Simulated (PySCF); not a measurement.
FH15Si10

```yaml
atoms:
  - { symbol: Si, position_ang: [0.2017, 2.0841, -0.8481] }
  - { symbol: F, position_ang: [0.3471, 3.5949, -1.4623] }
  - { symbol: Si, position_ang: [2.3592, 1.1871, -0.6725] }
  - { symbol: Si, position_ang: [2.1298, -0.9715, 0.2032] }
  - { symbol: Si, position_ang: [0.7985, -2.2654, -1.2249] }
  - { symbol: Si, position_ang: [-1.3269, -1.3045, -1.4393] }
  - { symbol: Si, position_ang: [-1.1213, 0.8478, -2.3356] }
  - { symbol: Si, position_ang: [-2.3267, -1.1914, 0.6755] }
  - { symbol: Si, position_ang: [-1.0186, 0.1104, 2.1170] }
  - { symbol: Si, position_ang: [1.1051, -0.8590, 2.3061] }
  - { symbol: Si, position_ang: [-0.8172, 2.2767, 1.2535] }
  - { symbol: H, position_ang: [3.0542, 1.1742, -1.9675] }
  - { symbol: H, position_ang: [3.2298, 2.0201, 0.1693] }
  - { symbol: H, position_ang: [3.4648, -1.5825, 0.3298] }
  - { symbol: H, position_ang: [0.7004, -3.6477, -0.7375] }
  - { symbol: H, position_ang: [1.4370, -2.4180, -2.5386] }
  - { symbol: H, position_ang: [-2.1572, -2.1225, -2.3413] }
  - { symbol: H, position_ang: [-0.5368, 0.8140, -3.6838] }
  - { symbol: H, position_ang: [-2.4334, 1.4732, -2.5529] }
  - { symbol: H, position_ang: [-2.5302, -2.5374, 1.2279] }
  - { symbol: H, position_ang: [-3.6918, -0.6578, 0.5819] }
  - { symbol: H, position_ang: [-1.6558, 0.1802, 3.4438] }
  - { symbol: H, position_ang: [1.0193, -2.1916, 2.9185] }
  - { symbol: H, position_ang: [1.9392, -0.1080, 3.2538] }
  - { symbol: H, position_ang: [-2.1223, 2.9479, 1.1693] }
  - { symbol: H, position_ang: [-0.0478, 3.1467, 2.1545] }
```

Geometry: GFN2-xTB.

Method: PBE0/pcSseg-1, SCF density, gas phase, non-relativistic in PySCF.

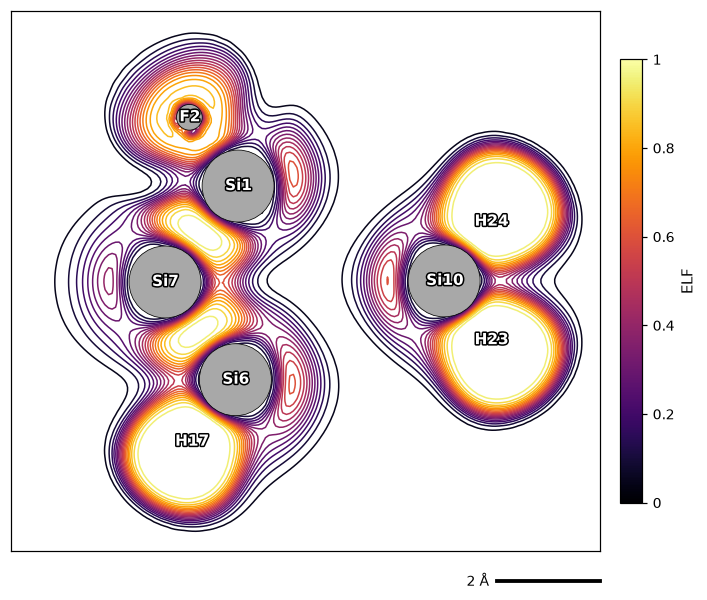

Figure 1. Electron localisation function on the plane of atoms H23, Si10 and H24. Grey discs cover the atomic cores.

**Read the bonding off the picture.**

The plane passes through Si, F and H nuclei. Si–F (1.64 Å): the ELF peaks at about 0.85 in the valence shell of F, 0.6 Å from its nucleus, and is about 0.50 at the midpoint. Si–Si (2.34 Å): the ELF peaks at about 1 between the atoms; a covalent bond. Si–H (1.47 Å): the ELF climbs to about 1 towards the hydrogen, as it does in any bond to H. The ELF also peaks beside F2, away from the bonds: lone-pair regions.

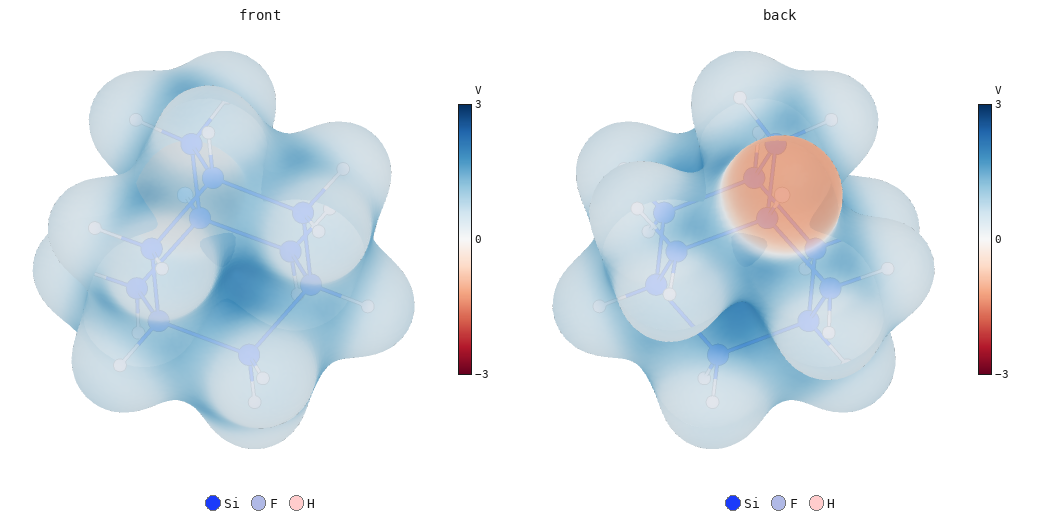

Figure 2. The molecular electrostatic potential painted on the density surface at 0.004 e/bohr³, seen from the front and from behind; red is negative and blue positive.

**Where is the surface potential most negative and most positive?**

The most negative region (about −1.2 V) lies over F2, the most positive (about +2.3 V) over Si1, Si4, Si6 and Si9.

**What dipole moment does the calculation give?**

Its dipole moment is 1.61 D.
